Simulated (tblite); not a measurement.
## Run report: C₃H₁₀O₅Si, frequency calculation

The run: frequency calculation of C₃H₁₀O₅Si. Method and program: GFN2-xTB harmonic vibrations, gas phase (tblite 0.8.0).

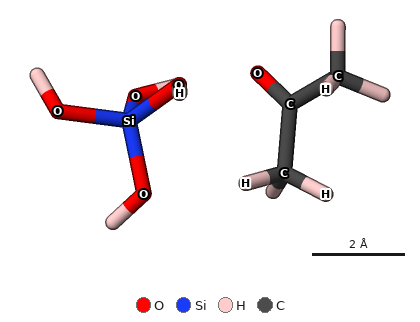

**Figure 1.** The structure (stick view, seen at a tilt).

### Input file
```
{"job": {"kind": "ir", "xc": "GFN2-xTB", "basis": "xTB"}, "charge": 0, "multiplicity": 1}
O     -0.057143     0.764847    -1.241489
Si     0.277065    -0.216401    -0.009547
O     -0.330003     0.442129     1.352487
O     -0.302412    -1.695845    -0.362961
O      1.870297    -0.423447     0.294135
H     -0.050788     1.720996    -1.102610
H     -0.236693    -0.049642     2.163214
H     -1.137581    -1.746547    -0.817388
H      2.351203    -1.022160    -0.269344
O      0.081516     3.343834    -0.300240
C      0.818320     3.418283     0.657435
C      0.371529     3.989486     1.972892
C      2.234163     2.922259     0.619516
H      0.999120     4.835273     2.245517
H      0.480520     3.223955     2.737988
H     -0.667050     4.303740     1.918378
H      2.210898     1.844132     0.776477
H      2.666847     3.096038    -0.362728
H      2.847103     3.378002     1.390346
```

The first line tells a small driver script what to run in tblite; the rest is the geometry in Å.

Hardware: 1 CPU thread, shared host.

Run as:
```bash
OMP_NUM_THREADS=1 python <driver script> task.json out
```

### What the program printed
```
mode    cm-1     km/mol
  1      19.2      2.36
  2      29.4      2.55
  3      38.1      0.84
  4      74.9      1.13
  5      98.1      5.52
  6     108.0      0.11
  7     146.1      8.23
  8     152.0     20.83
  9     203.1     14.11
 10     222.2     78.84
 11     246.2     50.63
 12     293.8     44.82
 13     312.2     49.56
 14     315.3      2.42
 15     327.2     42.12
 16     341.2    227.06
 17     388.3      3.17
 18     493.2      0.76
 19     518.8      7.46
 20     587.9    137.19
 21     772.5      4.37
 22     848.4      6.74
 23     852.9    233.34
 24     857.8    217.63
 25     861.3     43.35
 26     870.6     26.09
 27     910.6    172.09
 28     929.7    136.42
 29     954.5      5.19
 30     990.8    624.54
 31     998.2    374.47
 32    1055.7     48.88
 33    1071.0      1.11
 34    1213.2    196.25
 35    1361.0     53.28
 36    1369.8     37.80
 37    1441.6      4.30
 38    1447.9     20.53
 39    1453.6      5.08
 40    1461.6      9.87
 41    1750.4    360.95
 42    3024.6     16.37
 43    3027.3      4.09
 44    3034.2      2.60
 45    3046.4      6.43
 46    3060.1      8.28
 47    3063.3     24.24
 48    3399.2    502.53
 49    3696.0     24.75
 50    3703.7     27.31
 51    3707.5     23.75
ZPE 365.762  H(298)-E 405.620  G(298)-E 261.640 kJ/mol  S 482.91 J/(mol K)
```

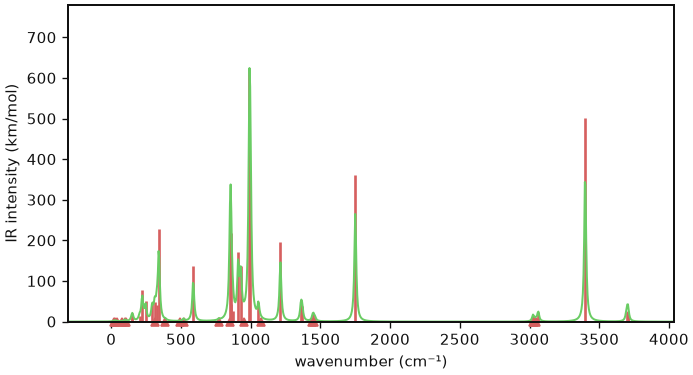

**Figure 2.** Harmonic infrared spectrum, unscaled: sticks (degenerate modes added up, dark ones marked on the axis) with a Lorentzian envelope of 16 cm⁻¹ full width, scaled to the tallest stick. 51 modes from 19 to 3708 cm⁻¹, none imaginary. The strongest line is at 991 cm⁻¹ (625 km/mol).

### Results in brief

```tsv
quantity	value
outcome	converged
total energy	−918.9429 eV
zero-point energy	87.4190 kcal/mol
peak memory	0.3 GiB
```
